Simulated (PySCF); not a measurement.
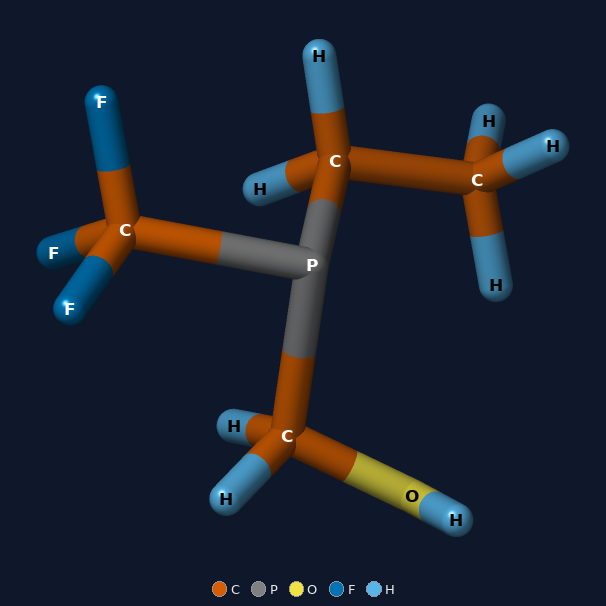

The picture shows a molecular structure as a stick model. Every bond is drawn as one stick, whatever its order.

Computed geometry: GFN2-xTB optimisation. No frequency run is at hand to confirm it as a minimum.

Which formula does it have?

C₄H₈F₃OP, 17 atoms: 4 carbon, 8 hydrogen, 3 fluorine, 1 oxygen and 1 phosphorus.

How many bonds of each kind are drawn?

7 C–H, 3 C–P, 3 C–F, 1 C–C, 1 C–O, 1 O–H.

What is its SMILES?

CCP(CO)C(F)(F)F

Describe its rings.

It has no ring.

Name some functional groups or characteristic bonds that it holds.

Among them: alcohol, C–F bond.

More results for the same structure follow; atom numbers are the same in all pictures, views and colours differ.

### Shape

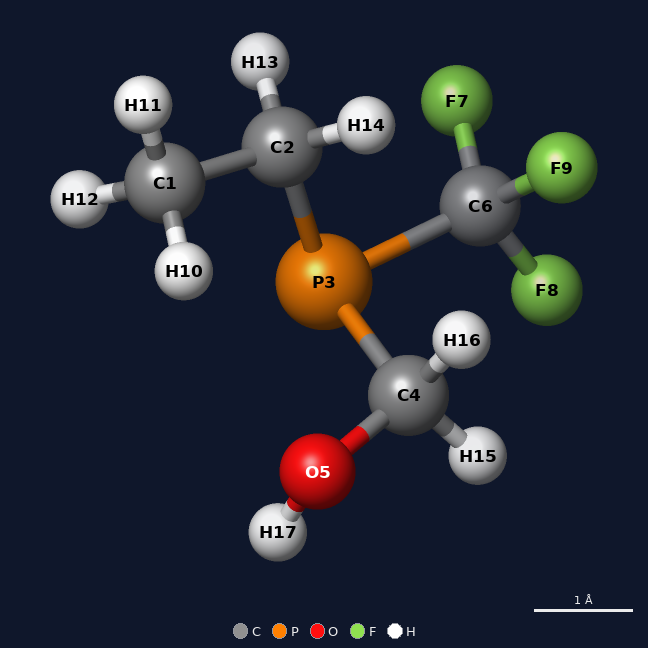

No frequency run is at hand to confirm it as a minimum.

Estimate the angles C1–C2–P3, C1–C2–H13, C2–C1–H10, C2–C1–H11, C2–P3–C4, C2–P3–C6, P3–C2–H13, P3–C4–O5, P3–C4–H16, P3–C6–F7, C4–P3–C6, F7–C6–F8.

| angle | degrees |
| --- | --- |
| C1–C2–P3 | 110.7 |
| C1–C2–H13 | 110.2 |
| C2–C1–H10 | 110.6 |
| C2–C1–H11 | 110.0 |
| C2–P3–C4 | 99.9 |
| C2–P3–C6 | 95.6 |
| P3–C2–H13 | 107.3 |
| P3–C4–O5 | 110.6 |
| P3–C4–H16 | 110.1 |
| P3–C6–F7 | 111.6 |
| C4–P3–C6 | 94.2 |
| F7–C6–F8 | 107.1 |

### Electronic properties

No frequency run is at hand to confirm it as a minimum. Level of theory: PBE0/def2-SVPD, gas phase (PySCF 2.14.0). Excitations: vertical, linear response.

Predict the main results.

- dipole moment: 1.67 D
- HOMO energy (Kohn–Sham orbital): −7.57 eV
- LUMO energy (Kohn–Sham orbital): −0.16 eV
- HOMO–LUMO gap: 7.41 eV
- mean static polarisability: 82.4 bohr³
- lowest vertical singlet excitation: 6.23 eV
- its oscillator strength: 0.044
- brightest of the 6 lowest singlets: 6.82 eV
- its oscillator strength: 0.07

### Charges

The questions are on Hirshfeld charges. No frequency run is at hand to confirm it as a minimum. Properties computed with PBE0/pcSseg-1, gas phase (PySCF 2.14.0).

Which atom carries the highest charge (most positive or least negative)?

C6 (0.21 e).

And the lowest?

O5 (−0.22 e).

Give the Hirshfeld charges atom by atom.

```json
{"atom": "C1", "value (e)": "−0.12"}
{"atom": "C2", "value (e)": "−0.11"}
{"atom": "P3", "value (e)": "0.13"}
{"atom": "C4", "value (e)": "−0.04"}
{"atom": "O5", "value (e)": "−0.22"}
{"atom": "C6", "value (e)": "0.21"}
{"atom": "F7", "value (e)": "−0.10"}
{"atom": "F8", "value (e)": "−0.10"}
{"atom": "F9", "value (e)": "−0.09"}
{"atom": "H10", "value (e)": "0.03"}
{"atom": "H11", "value (e)": "0.05"}
{"atom": "H12", "value (e)": "0.04"}
{"atom": "H13", "value (e)": "0.04"}
{"atom": "H14", "value (e)": "0.03"}
{"atom": "H15", "value (e)": "0.04"}
{"atom": "H16", "value (e)": "0.04"}
{"atom": "H17", "value (e)": "0.17"}
```

### NMR shielding

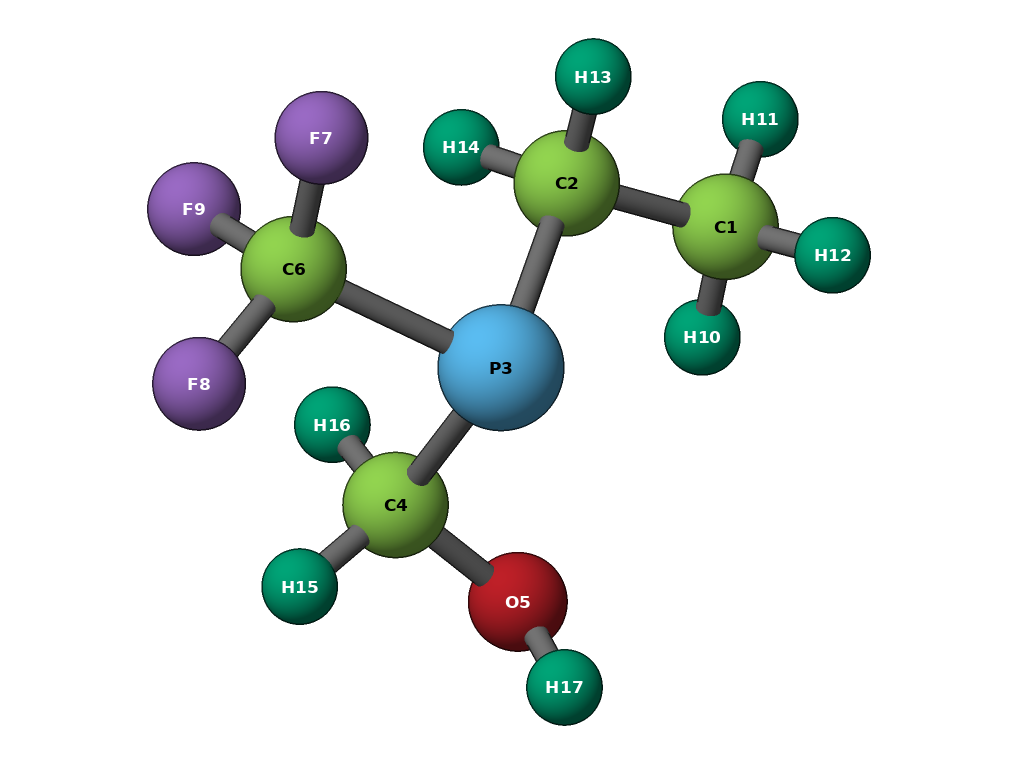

No frequency run is at hand to confirm it as a minimum. Level of theory: GIAO PBE0/pcSseg-1 NMR shielding, non-relativistic, gas phase (PySCF 2.14.0). Principal shieldings σ11 ≤ σ22 ≤ σ33, span Ω = σ33 − σ11, skew κ = 3(σiso − σ22)/Ω.

Give the shielding tensors of the O atoms.

| atom | σ11 | σ22 | σ33 | σiso | Ω | κ |
| --- | --- | --- | --- | --- | --- | --- |
| O5 | 258.1 | 300.6 | 371.6 | 310.1 | 113.5 | 0.25 |

Shieldings and span in ppm.

The geometry is semi-empirical. Around P such bond lengths and angles can be off by a tenth of an ångström or more and by several degrees, and values that hang on the shape move with them.
